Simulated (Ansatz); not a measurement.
## C₂OS: molecular dynamics (part 2 of 2)

C₂OS; UKS BLYP/def2-SVP (Ansatz 0.2.0). The geometry comes from this level: PBE0-D4/def2-TZVP.

Geometry of the input (Å):
```
O  1.2418  -0.6549  1.3063
C  0.5087  -0.2490  0.4912
C  -0.4210  0.1084  -0.3297
S  -1.2740  0.7353  -1.4881
```

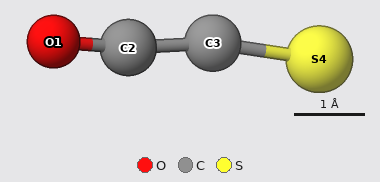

Fig. 1: The geometry at step 31 of the log (ball-and-stick view, seen at a tilt; atoms are numbered from 1 in the order of the input).

### Trajectory as extended XYZ, continued
```
4
Properties=species:S:1:pos:R:3:forces:R:3 step=12 time_fs=12.0 energy=-14946.93401 temperature=484.2
O     1.2200   -0.7040    1.3407    0.2521  -0.2631   0.7158
C     0.4039   -0.2755    0.5934   -0.2506   0.4302  -1.0811
C    -0.3494    0.2131   -0.3558    0.6285  -0.5301   1.0487
S    -1.2668    0.7100   -1.5399   -0.6300   0.3630  -0.6834
4
Properties=species:S:1:pos:R:3:forces:R:3 step=13 time_fs=13.0 energy=-14946.92656 temperature=509.7
O     1.2184   -0.7102    1.3429    0.2127  -0.2559   0.7106
C     0.3984   -0.2789    0.6012   -0.3929   0.5759  -1.3671
C    -0.3422    0.2216   -0.3607    0.7026  -0.6274   1.2038
S    -1.2685    0.7113   -1.5456   -0.5224   0.3073  -0.5472
4
Properties=species:S:1:pos:R:3:forces:R:3 step=14 time_fs=14.0 energy=-14946.91868 temperature=438.5
O     1.2170   -0.7160    1.3453    0.0938  -0.2084   0.6303
C     0.3920   -0.2827    0.6078   -0.3916   0.6470  -1.5002
C    -0.3352    0.2296   -0.3648    0.6875  -0.6780   1.2494
S    -1.2701    0.7132   -1.5515   -0.3898   0.2394  -0.3796
4
Properties=species:S:1:pos:R:3:forces:R:3 step=15 time_fs=15.0 energy=-14946.91229 temperature=414.3
O     1.2162   -0.7213    1.3479   -0.1202  -0.1105   0.4651
C     0.3851   -0.2859    0.6132   -0.2148   0.6133  -1.4432
C    -0.3289    0.2360   -0.3673    0.5505  -0.6546   1.1389
S    -1.2722    0.7149   -1.5579   -0.2155   0.1518  -0.1607
4
Properties=species:S:1:pos:R:3:forces:R:3 step=17 time_fs=17.0 energy=-14946.89218 temperature=448.6
O     1.2173   -0.7330    1.3580   -0.9932   0.3228  -0.2661
C     0.3708   -0.2911    0.6205    0.7249   0.2006  -0.7212
C    -0.3165    0.2458   -0.3703    0.0640  -0.4749   0.6335
S    -1.2776    0.7184   -1.5712    0.2043  -0.0485   0.3538
4
Properties=species:S:1:pos:R:3:forces:R:3 step=18 time_fs=18.0 energy=-14946.87353 temperature=433.4
O     1.2168   -0.7391    1.3640   -1.3987   0.5291  -0.6145
C     0.3652   -0.2933    0.6222    1.1785  -0.0132  -0.3422
C    -0.3098    0.2503   -0.3719   -0.1973  -0.3713   0.3478
S    -1.2806    0.7197   -1.5783    0.4175  -0.1446   0.6089
4
Properties=species:S:1:pos:R:3:forces:R:3 step=19 time_fs=19.0 energy=-14946.85200 temperature=361.0
O     1.2154   -0.7448    1.3702   -1.7185   0.6972  -0.8974
C     0.3615   -0.2948    0.6233    1.5640  -0.2108   0.0088
C    -0.3034    0.2539   -0.3721   -0.4836  -0.2442   0.0163
S    -1.2831    0.7210   -1.5855    0.6382  -0.2422   0.8724
4
Properties=species:S:1:pos:R:3:forces:R:3 step=20 time_fs=20.0 energy=-14946.83035 temperature=319.0
O     1.2131   -0.7497    1.3756   -1.8899   0.7885  -1.0499
C     0.3596   -0.2960    0.6244    1.8514  -0.3765   0.3051
C    -0.2961    0.2564   -0.3701   -0.8429  -0.0614  -0.4184
S    -1.2852    0.7231   -1.5919    0.8814  -0.3507   1.1631
4
Properties=species:S:1:pos:R:3:forces:R:3 step=21 time_fs=21.0 energy=-14946.81395 temperature=222.8
O     1.2095   -0.7531    1.3792   -1.8637   0.7767  -1.0298
C     0.3600   -0.2970    0.6258    1.9155  -0.4279   0.4027
C    -0.2896    0.2586   -0.3671   -1.1516   0.1009  -0.8003
S    -1.2869    0.7257   -1.5975    1.0998  -0.4497   1.4273
4
Properties=species:S:1:pos:R:3:forces:R:3 step=23 time_fs=23.0 energy=-14946.80105 temperature=211.3
O     1.1990   -0.7561    1.3843   -1.4221   0.5479  -0.6603
C     0.3659   -0.2985    0.6282    1.5361  -0.2522   0.1310
C    -0.2800    0.2625   -0.3614   -1.5090   0.2950  -1.2628
S    -1.2877    0.7326   -1.6054    1.3950  -0.5906   1.7921
4
Properties=species:S:1:pos:R:3:forces:R:3 step=24 time_fs=24.0 energy=-14946.79953 temperature=182.7
O     1.1917   -0.7572    1.3856   -1.0319   0.3423  -0.3226
C     0.3707   -0.2994    0.6286    1.1519  -0.0619  -0.1840
C    -0.2758    0.2629   -0.3595   -1.6212   0.3636  -1.4155
S    -1.2877    0.7353   -1.6083    1.5012  -0.6440   1.9221
4
Properties=species:S:1:pos:R:3:forces:R:3 step=25 time_fs=25.0 energy=-14946.79988 temperature=227.4
O     1.1837   -0.7576    1.3870   -0.5436   0.0801   0.1069
C     0.3772   -0.3005    0.6286    0.5945   0.2408  -0.6891
C    -0.2719    0.2637   -0.3596   -1.6165   0.3563  -1.4144
S    -1.2877    0.7371   -1.6103    1.5655  -0.6772   1.9966
4
Properties=species:S:1:pos:R:3:forces:R:3 step=26 time_fs=26.0 energy=-14946.79854 temperature=248.2
O     1.1753   -0.7572    1.3899   -0.0389  -0.1994   0.5543
C     0.3843   -0.3030    0.6277   -0.0528   0.6215  -1.3043
C    -0.2685    0.2654   -0.3615   -1.5029   0.2715  -1.2744
S    -1.2877    0.7389   -1.6119    1.5946  -0.6936   2.0244
4
Properties=species:S:1:pos:R:3:forces:R:3 step=27 time_fs=27.0 energy=-14946.79745 temperature=216.4
O     1.1675   -0.7568    1.3937    0.3294  -0.4068   0.8781
C     0.3911   -0.3061    0.6245   -0.5532   0.9247  -1.7681
C    -0.2663    0.2671   -0.3639   -1.3770   0.1800  -1.1309
S    -1.2877    0.7403   -1.6130    1.6009  -0.6979   2.0209
4
Properties=species:S:1:pos:R:3:forces:R:3 step=29 time_fs=29.0 energy=-14946.81842 temperature=311.5
O     1.1528   -0.7534    1.4041    0.4733  -0.4836   0.9407
C     0.4018   -0.3097    0.6095   -0.7859   1.0587  -1.8359
C    -0.2641    0.2699   -0.3704   -1.2422   0.0957  -1.0344
S    -1.2870    0.7424   -1.6138    1.5548  -0.6707   1.9297
4
Properties=species:S:1:pos:R:3:forces:R:3 step=30 time_fs=30.0 energy=-14946.84042 temperature=409.2
O     1.1456   -0.7516    1.4111    0.2290  -0.3342   0.6259
C     0.4048   -0.3103    0.5989   -0.5070   0.8786  -1.4129
C    -0.2631    0.2708   -0.3753   -1.2265   0.0968  -1.0568
S    -1.2859    0.7437   -1.6136    1.5044  -0.6412   1.8438
4
Properties=species:S:1:pos:R:3:forces:R:3 step=31 time_fs=31.0 energy=-14946.86602 temperature=441.3
O     1.1379   -0.7494    1.4183   -0.0583  -0.1521   0.2391
C     0.4070   -0.3102    0.5878   -0.2346   0.7044  -0.9880
C    -0.2639    0.2721   -0.3825   -1.0990   0.0308  -0.9339
S    -1.2844    0.7451   -1.6127    1.3919  -0.5832   1.6828
4
Properties=species:S:1:pos:R:3:forces:R:3 step=32 time_fs=32.0 energy=-14946.89256 temperature=636.2
O     1.1295   -0.7465    1.4250   -0.3520   0.0430  -0.1901
C     0.4094   -0.3093    0.5750    0.0234   0.5286  -0.5381
C    -0.2670    0.2738   -0.3904   -0.8866  -0.0762  -0.7202
S    -1.2821    0.7469   -1.6108    1.2153  -0.4953   1.4483
4
Properties=species:S:1:pos:R:3:forces:R:3 step=33 time_fs=33.0 energy=-14946.91481 temperature=682.0
O     1.1199   -0.7443    1.4317   -0.6165   0.2353  -0.6247
C     0.4132   -0.3076    0.5610    0.2351   0.3606  -0.0956
C    -0.2710    0.2756   -0.3989   -0.6003  -0.2171  -0.4255
S    -1.2792    0.7484   -1.6076    0.9817  -0.3788   1.1459
4
Properties=species:S:1:pos:R:3:forces:R:3 step=35 time_fs=35.0 energy=-14946.93606 temperature=851.2
O     1.0952   -0.7422    1.4430   -0.9100   0.5195  -1.2781
C     0.4218   -0.3012    0.5348    0.4386   0.0908   0.5915
C    -0.2786    0.2775   -0.4160    0.0622  -0.5189   0.2659
S    -1.2710    0.7513   -1.5997    0.4092  -0.0914   0.4207
4
Properties=species:S:1:pos:R:3:forces:R:3 step=36 time_fs=36.0 energy=-14946.93529 temperature=905.9
O     1.0803   -0.7408    1.4485   -0.9517   0.6135  -1.5002
C     0.4270   -0.2967    0.5228    0.4560  -0.0249   0.8596
C    -0.2821    0.2763   -0.4242    0.4005  -0.6558   0.6128
S    -1.2662    0.7529   -1.5952    0.0952   0.0672   0.0279
4
Properties=species:S:1:pos:R:3:forces:R:3 step=37 time_fs=37.0 energy=-14946.92878 temperature=889.7
O     1.0645   -0.7388    1.4532   -0.9154   0.6593  -1.6157
C     0.4320   -0.2921    0.5123    0.4020  -0.1034   1.0246
C    -0.2857    0.2731   -0.4321    0.7559  -0.7952   0.9815
S    -1.2613    0.7540   -1.5901   -0.2424   0.2393  -0.3903
4
Properties=species:S:1:pos:R:3:forces:R:3 step=38 time_fs=38.0 energy=-14946.91709 temperature=821.3
O     1.0491   -0.7356    1.4575   -0.8365   0.6695  -1.6592
C     0.4369   -0.2874    0.5033    0.3363  -0.1692   1.1514
C    -0.2885    0.2688   -0.4389    1.0738  -0.9120   1.3056
S    -1.2560    0.7548   -1.5848   -0.5736   0.4117  -0.7977
4
Properties=species:S:1:pos:R:3:forces:R:3 step=39 time_fs=39.0 energy=-14946.90415 temperature=759.6
O     1.0340   -0.7313    1.4616   -0.6946   0.6227  -1.5855
C     0.4416   -0.2835    0.4966    0.2306  -0.1910   1.1817
C    -0.2897    0.2637   -0.4442    1.3391  -1.0039   1.5711
S    -1.2502    0.7549   -1.5795   -0.8751   0.5722  -1.1673
4
Properties=species:S:1:pos:R:3:forces:R:3 step=40 time_fs=40.0 energy=-14946.88993 temperature=833.4
O     1.0187   -0.7266    1.4639   -0.4518   0.4997  -1.3300
C     0.4474   -0.2792    0.4917    0.0046  -0.1288   1.0068
C    -0.2909    0.2579   -0.4485    1.6236  -1.1070   1.8584
S    -1.2439    0.7549   -1.5740   -1.1764   0.7362  -1.5352
4
Properties=species:S:1:pos:R:3:forces:R:3 step=42 time_fs=42.0 energy=-14946.86025 temperature=801.3
O     0.9888   -0.7164    1.4649    0.1542   0.1328  -0.5289
C     0.4599   -0.2698    0.4837   -0.4510   0.0238   0.5220
C    -0.2909    0.2424   -0.4540    1.8978  -1.1389   2.0612
S    -1.2328    0.7550   -1.5639   -1.6010   0.9824  -2.0544
4
Properties=species:S:1:pos:R:3:forces:R:3 step=43 time_fs=43.0 energy=-14946.84666 temperature=811.2
O     0.9736   -0.7100    1.4655    0.4264  -0.0427  -0.1485
C     0.4656   -0.2654    0.4787   -0.4840  -0.0168   0.5181
C    -0.2894    0.2317   -0.4544    1.7283  -0.9724   1.7728
S    -1.2277    0.7547   -1.5598   -1.6706   1.0318  -2.1423
4
Properties=species:S:1:pos:R:3:forces:R:3 step=44 time_fs=44.0 energy=-14946.82862 temperature=807.5
O     0.9585   -0.7035    1.4659    0.6582  -0.1889   0.1793
C     0.4709   -0.2604    0.4729   -0.3982  -0.1307   0.6652
C    -0.2873    0.2203   -0.4544    1.4303  -0.7330   1.3239
S    -1.2231    0.7544   -1.5562   -1.6903   1.0526  -2.1684
4
Properties=species:S:1:pos:R:3:forces:R:3 step=45 time_fs=45.0 energy=-14946.80687 temperature=793.8
O     0.9434   -0.6971    1.4668    0.8891  -0.3402   0.5333
C     0.4762   -0.2556    0.4682   -0.2899  -0.2426   0.8089
C    -0.2841    0.2080   -0.4545    1.0501  -0.4541   0.7790
S    -1.2190    0.7543   -1.5531   -1.6493   1.0369  -2.1212
4
Properties=species:S:1:pos:R:3:forces:R:3 step=46 time_fs=46.0 energy=-14946.78387 temperature=896.2
O     0.9277   -0.6914    1.4689    1.1312  -0.5063   0.9370
C     0.4822   -0.2514    0.4651   -0.1938  -0.3298   0.9051
C    -0.2800    0.1940   -0.4539    0.5590  -0.1179   0.1010
S    -1.2153    0.7553   -1.5512   -1.4964   0.9540  -1.9431
4
Properties=species:S:1:pos:R:3:forces:R:3 step=48 time_fs=48.0 energy=-14946.72501 temperature=776.9
O     0.8975   -0.6825    1.4763    1.5726  -0.8312   1.7567
C     0.4995   -0.2469    0.4606   -0.1494  -0.3588   0.8517
C    -0.2724    0.1647   -0.4520   -0.3644   0.4949  -1.1726
S    -1.2095    0.7595   -1.5493   -1.0588   0.6951  -1.4358
4
Properties=species:S:1:pos:R:3:forces:R:3 step=49 time_fs=49.0 energy=-14946.69227 temperature=630.6
O     0.8847   -0.6784    1.4812    1.6883  -0.9074   1.9720
C     0.5082   -0.2464    0.4577   -0.0233  -0.4344   1.0074
C    -0.2673    0.1513   -0.4512   -0.8513   0.8036  -1.8289
S    -1.2076    0.7617   -1.5489   -0.8137   0.5382  -1.1504
4
Properties=species:S:1:pos:R:3:forces:R:3 step=50 time_fs=50.0 energy=-14946.66248 temperature=477.2
O     0.8744   -0.6747    1.4859    1.7633  -0.9526   2.1147
C     0.5166   -0.2472    0.4549    0.0624  -0.4829   1.1210
C    -0.2627    0.1390   -0.4516   -1.2119   1.0297  -2.3162
S    -1.2064    0.7638   -1.5482   -0.6138   0.4058  -0.9196
```

### Summary

- outcome: finished
- mean temperature over the second half: 647 K
- trajectory: 50 steps, 50 fs
- ensemble: nvt_langevin
- temperature in the input: 700 K
- time step: 1 fs
- potential energy (last step): −14946.6627 eV
- ⟨S²⟩ (last step): 1.001
- SCF solution under orbital rotations (last step): stable
- largest force (length of the vector) (last step): 2.914 eV/Å
- dipole moment (last step): 1.05 D
- hardware: 2 threads of Arm Neoverse V1, 23 GiB of memory available, shared host
- wall time: 4.4 min (CPU time 8.6 min)
- peak memory: 0.28 GiB

⟨S²⟩ is 1.00 against 0.00 for a pure state: the solution is spin-contaminated. So short a trajectory is not equilibrated. The logged temperature at the start can lie below the typed one, since it is counted over all degrees of freedom.
